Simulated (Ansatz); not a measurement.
Converging shifted k-point meshes: SrHI (P4mm, 6 atoms in the cell)

```
SrHI
1.0
    4.30244     0.00000     0.00000
    0.00000     4.30244     0.00000
    0.00000     0.00000     9.12510
Sr H I
2 2 2
Cartesian
  0.00000   2.15122   1.37022
  2.15122   0.00000   7.80488
  2.15122   2.15122   0.00000
  0.00000   0.00000   0.00000
  0.00000   2.15122   6.24860
  2.15122   0.00000   2.87651
```

Level of theory: PBEsol, default PAW files made with PBE (plane waves; Ansatz, a quantum-chemistry and plane-wave program).

Base settings: basis.ecutwfc = 420 eV; kpoints.mp_grid.grid = 6 6 3; hamiltonian.xc = pbesol; hamiltonian.pseudopotentials = {kind: paw} (the program's default PAW files); scf.occupations.method = fixed.

In this ladder: kpoints.mp_grid.shift = 0.5 0.5 0.5.

Shifted meshes do not hold Γ, so a gap read on them misses any band edge there.

Only quantities that move along the ladder and can be compared are tabulated.

The count of work is k-points × plane waves × bands × iterations; it is no time. 

The starting cell comes from a database of computed structures (which also holds hypothetical and non-ambient phases and stackings), without a prior relaxation at this level. Its lattice was rescaled by up to half a per cent. One atom was moved a little off its site on purpose. Spin-orbit coupling is off. Ansatz's pressure includes its estimate of the finite-basis (Pulay) stress.

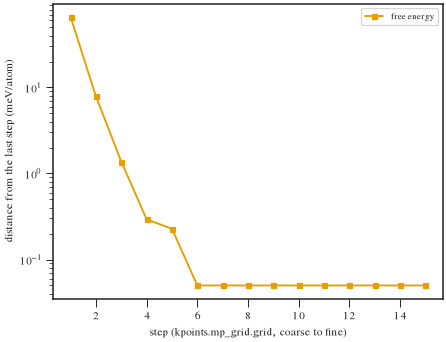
Distance from the last step along the ladder; very small values are drawn at a floor.

| kpoints.mp_grid.grid | free energy less the last step's (meV/atom) | pressure (GPa) | largest difference of a force vector from the last step's (eV/Å) | gap on the mesh (eV) | count of work / last |
|---|---|---|---|---|---|
| 2 2 1 | -65.72 | -2.41 | 0.105 | 4.554 | 0.0065 |
| 3 3 2 | -7.85 | -1.75 | 0.018 | 3.859 | 0.017 |
| 4 4 2 | -1.37 | -1.66 | 0.004 | 4.053 | 0.017 |
| 5 5 2 | -0.29 | -1.64 | 0.001 | 3.820 | 0.033 |
| 5 5 3 | -0.23 | -1.64 | 0.001 | 3.500 | 0.067 |
| 6 6 3 | -0.04 | -1.64 | 0.000 | 3.637 | 0.067 |
| 7 7 3 | 0.00 | -1.64 | 0.000 | 3.463 | 0.11 |
| 7 7 4 | -0.01 | -1.64 | 0.000 | 3.480 | 0.11 |
| 8 8 4 | 0.00 | -1.64 | 0.000 | 3.581 | 0.11 |
| 9 9 5 | 0.00 | -1.64 | 0.000 | 3.373 | 0.25 |
| 10 10 5 | 0.00 | -1.64 | 0.000 | 3.439 | 0.25 |
| 11 11 5 | 0.00 | -1.64 | 0.000 | 3.365 | 0.35 |
| 12 12 6 | 0.00 | -1.64 | 0.000 | 3.439 | 0.35 |
| 14 14 7 | 0.00 | -1.64 | 0.000 | 3.376 | 0.62 |
| 15 15 7 | 0.00 | -1.64 | 0.000 | 3.337 | 0.80 |
| 17 17 8 | 0.00 | -1.64 | 0.000 | 3.354 | 1.0 |

Coarsest kpoints.mp_grid.grid that holds the free energy within 1 meV/atom of the last step, with all finer ones: 5 5 2, at 0.033 of the last step's count of work; the step before is off by 1.4 meV/atom.

Coarsest kpoints.mp_grid.grid that holds the forces within 0.005 eV/Å of the last step, with all finer ones: 4 4 2, at 0.017 of the last step's count of work; the step before is off by 0.018 eV/Å.

The gap on the mesh jumps up and down from mesh to mesh; it is no smooth measure of convergence.

Keys are those of Ansatz 0.2.
